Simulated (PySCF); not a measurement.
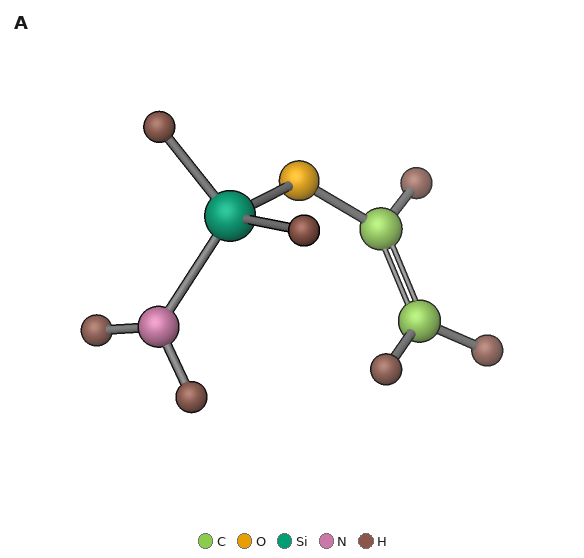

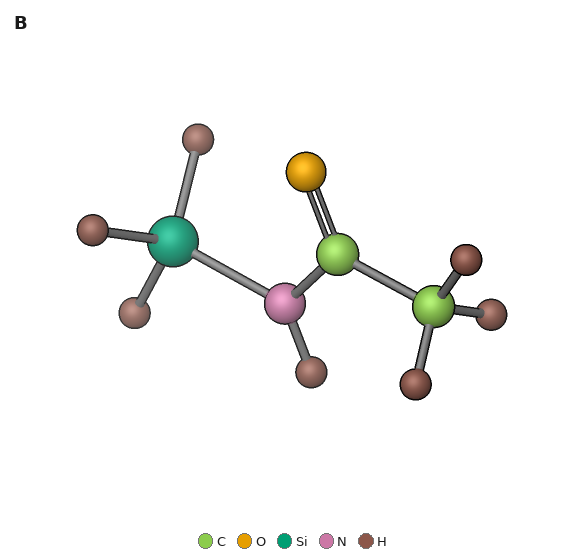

2 stationary structures of one formula. Geometries: PBE0-D3(BJ)/def2-SVP. Electronic energies: PBE0/6-31G (PySCF 2.14.0), without zero-point energy. No frequency run is at hand to confirm each as a minimum. Each is one conformer, not always the lowest.

### How are they related?

They are constitutional isomers of C2H7NOSi: A `C=CO[SiH2]N`, B `CC(=O)N[SiH3]`.

### Rank them by energy, lowest first.

B is lowest; A lies 0.344 eV above it.

Give E(B) − E(A) in eV at these levels too: WP04/pcSseg-2; B97-2/pcSseg-2; LC-wPBE/pcSseg-2; PBE0/6-31G; mPW1PW91/pcSseg-2; ωB97X-D/pcSseg-2; PBE0/STO-3G; PBE0/pcSseg-2.

```tsv
level	E(B) − E(A) (eV)
WP04/pcSseg-2	+0.288
B97-2/pcSseg-2	+0.118
LC-wPBE/pcSseg-2	+0.086
PBE0/6-31G	−0.344
mPW1PW91/pcSseg-2	+0.125
ωB97X-D/pcSseg-2	+0.129
PBE0/STO-3G	−0.743
PBE0/pcSseg-2	+0.107
```
